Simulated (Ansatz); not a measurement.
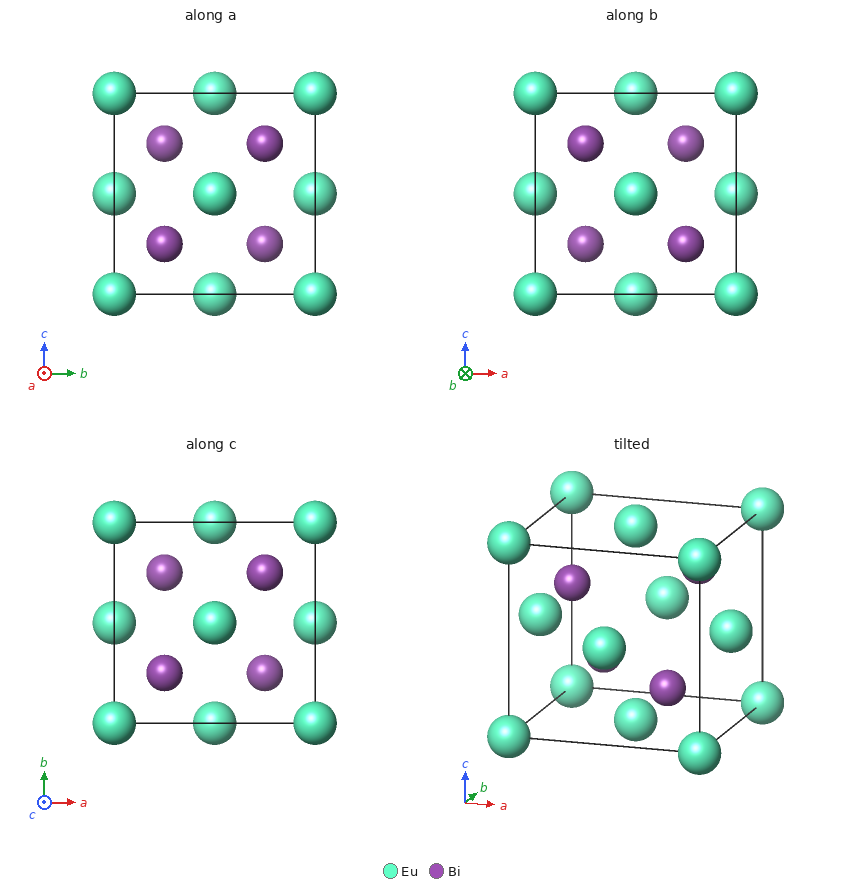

Drawn in the spheres-only manner and seen along the a axis, along the b axis, along the c axis and slightly off an axis. The edges of the conventional unit cell are marked.

Lattice parameters: a = 7.4219 Å, b = 7.4219 Å, c = 7.4219 Å, α = 90.000°, β = 90.000°, γ = 90.000°.

Record the structure as a CIF in P1 with every atom of the cell.

```cif
data_structure
_symmetry_space_group_name_H-M 'P 1'
_symmetry_Int_Tables_number 1
_cell_length_a 7.4219
_cell_length_b 7.4219
_cell_length_c 7.4219
_cell_angle_alpha 90.000
_cell_angle_beta 90.000
_cell_angle_gamma 90.000
_cell_volume 408.83
loop_
_atom_site_label
_atom_site_type_symbol
_atom_site_fract_x
_atom_site_fract_y
_atom_site_fract_z
_atom_site_occupancy
Eu1 Eu 0.0000 0.0000 0.0000 1
Bi1 Bi 0.2500 0.2500 0.7500 1
Eu2 Eu 0.0000 0.5000 0.5000 1
Bi2 Bi 0.2500 0.7500 0.2500 1
Eu3 Eu 0.5000 0.0000 0.5000 1
Bi3 Bi 0.7500 0.2500 0.2500 1
Eu4 Eu 0.5000 0.5000 0.0000 1
Bi4 Bi 0.7500 0.7500 0.7500 1
```

The starting point was a structure type filled with these elements by a generator (whether the compound takes this form wasn't checked). Earlier steps of the study may have refined or changed the cell and positions. An electronic-structure calculation with Ansatz was run on it.
